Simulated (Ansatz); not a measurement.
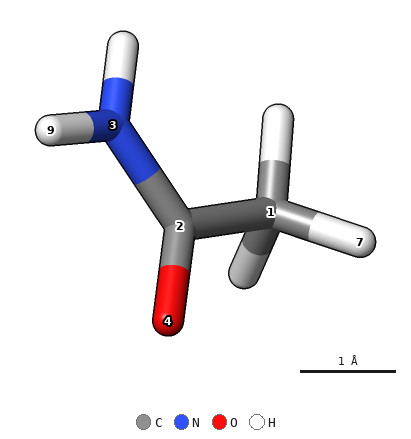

Figure 1. The structure (stick view, seen at a tilt; atoms are numbered from 1 in the order of the input). Bond lengths as drawn: C–C 1.45 Å, C–H 1.05 Å, C–N 1.30 Å, C–O 1.16 Å and H–N 0.96 to 0.97 Å.

# Single-point calculation of C2H5NO (charge +3)

- system: C2H5NO, charge +3, multiplicity 2
- method: UKS SVWN5/def2-SVP (Ansatz 0.2.0)

Some settings of this run were made unusual or wrong on purpose. The geometry comes from this level: PBE0-D4/def2-TZVP. Figures and captions count atoms from 1; the log counts them from 0 in places.

## Input
```yaml
crystal:
  periodic: [false, false, false]
  atoms:
    - {symbol: C, position_ang: [-0.485337, 0.769233, -0.525415]}
    - {symbol: C, position_ang: [0.444803, -0.307500, -0.253181]}
    - {symbol: N, position_ang: [0.362371, -0.837787, 0.934180]}
    - {symbol: O, position_ang: [1.210725, -0.678676, -1.046522]}
    - {symbol: H, position_ang: [-1.131555, 0.461975, -1.290756]}
    - {symbol: H, position_ang: [-1.053003, 1.059470, 0.305200]}
    - {symbol: H, position_ang: [0.054450, 1.592072, -0.881730]}
    - {symbol: H, position_ang: [-0.272670, -0.535660, 1.590587]}
    - {symbol: H, position_ang: [0.955175, -1.567671, 1.151317]}
basis:
  gaussian: {orbitals: def2-SVP}
total_charge: 3
magnetization: {spin_polarized: true, initial_magnetization: 1}
hamiltonian: {xc: {name: SVWN5}}
output: {forces: true}
```

Hardware: 2 threads of Arm Neoverse V2, 23 GiB of memory available, shared host.

Launched with:
```bash
ansatz run in.yaml --threads 2 --pin off --events-out ev --progress --plain --max-ram 4352MiB
```

## Log
```
Functional definition: SVWN5
  name "SVWN5"
  cite "Dirac, Proc. Camb. Phil. Soc. 26, 376 (1930) doi:10.1017/S0305004100016108"
  cite "Slater, Phys. Rev. 81, 385 (1951) doi:10.1103/PhysRev.81.385"
  cite "Vosko, Wilk & Nusair, Can. J. Phys. 58, 1200 (1980) doi:10.1139/p80-159"
  exchange = slater_x
  correlation = vwn5_c
921 factors; their error is unknown
mean field evaluation 1: about -5541.4489 eV, gradient 9.1e1 eV
mean field evaluation 2: about -5219.7138 eV, gradient 2.0e2 eV
mean field evaluation 4: about -5536.4637 eV, gradient 9.7e1 eV
mean field evaluation 8: about -5583.2612 eV, gradient 1.7e1 eV
mean field evaluation 16: about -5585.9608 eV, gradient 2.3e-1 eV
mean field evaluation 32: about -5585.9247 eV, gradient 1.9e-5 eV
mean field evaluation 64: about -5585.9955 eV, gradient 1.0e-6 eV
mean field evaluation 96: about -5585.4193 eV, gradient 8.0e0 eV
mean field evaluation 128: about -5585.6995 eV, gradient 2.5e0 eV
mean field evaluation 160: about -5586.0208 eV, gradient 5.3e-4 eV
mean field evaluation 192: about -5580.6463 eV, gradient 2.3e1 eV
mean field evaluation 224: about -5582.7716 eV, gradient 7.7e0 eV
mean field evaluation 256: about -5585.9711 eV, gradient 5.8e-1 eV
mean field -5586.16436556 eV, -205.2877539962 hartree, gradient 9.8e-6 eV, S^2 1.569337; 21 other end points of the search recorded, 0 dependent functions left out
the calculation of the forces begins
reference -5586.16438485 eV, -205.2877547052 hartree; 15, 14 occupied and 66, 67 virtual orbitals, 921 factors
Total energy: -5586.16438485 eV, -205.2877547052 hartree
Atom 0 at    -0.485337     0.769233    -0.525415 Å, force     0.618880    -2.763484     3.497181 eV/Å
Atom 1 at     0.444803    -0.307500    -0.253181 Å, force    -4.272470     1.762969     3.053139 eV/Å
Atom 2 at     0.362371    -0.837787     0.934180 Å, force     0.849173    -0.394728    -1.044037 eV/Å
Atom 3 at     1.210725    -0.678676    -1.046522 Å, force     5.447556    -2.263322    -5.644864 eV/Å
Atom 4 at    -1.131555     0.461975    -1.290756 Å, force    -2.594947    -0.299448    -5.652677 eV/Å
Atom 5 at    -1.053003     1.059470     0.305200 Å, force    -1.249459     1.370733     3.336757 eV/Å
Atom 6 at     0.054450     1.592072    -0.881730 Å, force     1.406520     5.394187    -3.574817 eV/Å
Atom 7 at    -0.272670    -0.535660     1.590587 Å, force    -3.568638     1.639679     4.171754 eV/Å
Atom 8 at     0.955175    -1.567671     1.151317 Å, force     3.363386    -4.446586     1.857565 eV/Å
Dipole moment:    -0.634932     0.325220     0.581563 e Å
```

## What the run reported

```tsv
quantity	value
outcome	converged
total energy	−5586.1644 eV
⟨S²⟩	1.569
SCF solution under orbital rotations	stable
largest force (length of the vector)	8.165 eV/Å
wall time	9.5 s (CPU time 18 s)
peak memory	0.17 GiB
```

A setting was made wrong on purpose: charge. The program still converged, but the numbers can't be taken as results for the intended system. ⟨S²⟩ is 1.57 against 0.75 for a pure state: the solution is spin-contaminated.
